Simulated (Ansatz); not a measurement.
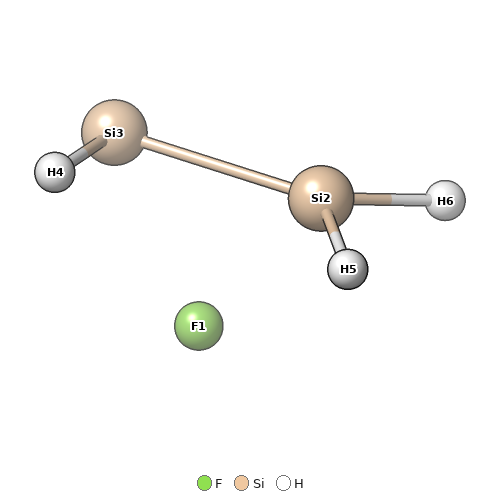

The system is the reacting system FH3Si2 (one molecule; an intramolecular 1,2-shift); the picture shows the reference structure. 
- First axis: distance F1–Si3 (bond that forms). Second axis: distance F1–Si2 (bond that breaks).
- Relaxed at each point: all other coordinates.
- The scan uses a 7 × 7 grid.
- Points are written as (first, second).
- All energies are given in kcal/mol relative to the lowest grid point.
- Energies and slopes of some neighbouring points disagree (a jump in structure or state, or too coarse a mesh). The reference is spin-restricted, so regions where a bond is pulled apart into radicals lie too high.
- The calculation used Ansatz, RKS wB97X-V/def2-SVP.

Its coordinates:

```xyz
6

F     0.9863    0.4997   -0.9886
Si   -0.0875    0.2492    0.7387
Si   -1.0378   -0.0669   -1.3857
H    -0.6205   -1.5316   -1.2880
H     0.7360   -0.7231    1.5107
H     0.0236    1.5729    1.4129
```

Range: distance F1–Si3 (bond that forms) from 1.539 to 3.039 Å; distance F1–Si2 (bond that breaks) from 1.539 to 3.339 Å.

> Predict the map.

The lowest grid point is at (1.699 Å, 3.339 Å). It lies at the edge of the scanned range, so the true minimum may lie outside. Other grid points that lie below all their neighbours: (2.170 Å, 1.731 Å) (2.6 kcal/mol higher). The energy also falls towards the edge at (3.039 Å, 1.731 Å) (2.8 kcal/mol above the lowest), where a further well may lie outside the range. The highest grid point, (3.039 Å, 3.339 Å), lies 104 kcal/mol above the lowest.

| second ↓, first → | 1.539 | 1.699 | 1.919 | 2.170 | 2.443 | 2.733 | 3.039 |
| --- | --- | --- | --- | --- | --- | --- | --- |
| 3.339 | 2 | 0 | 19 | 49 | 76 | 87 | 104 |
| 2.972 | 5 | 4 | 23 | 58 | 62 | 83 | 98 |
| 2.623 | 16 | 14 | 32 | 45 | 58 | 69 | 78 |
| 2.296 | 35 | 20 | 21 | 29 | 39 | 47 | 53 |
| 1.995 | 34 | 15 | 9 | 12 | 17 | 21 | 24 |
| 1.731 | 43 | 18 | 5 | 3 | 3 | 3 | 3 |
| 1.539 | 70 | 40 | 22 | 14 | 10 | 7 | 5 |

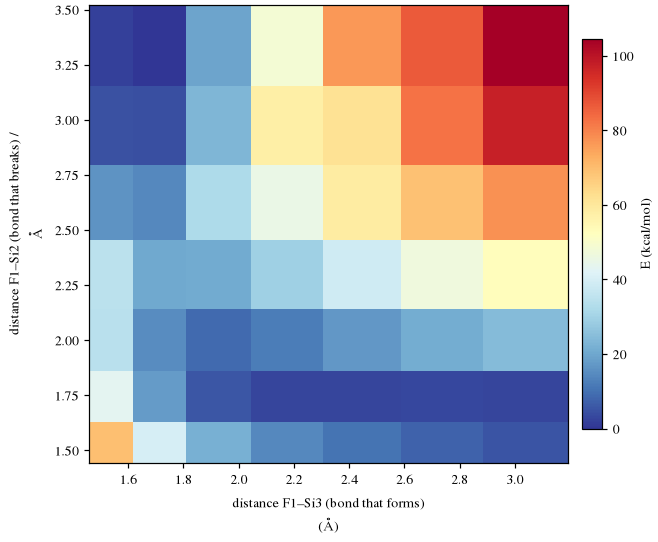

The picture shows one coloured cell a grid point.

Time for the 49 points that were run: 22 min on 1 thread of Arm Neoverse V1, with other jobs on the host.
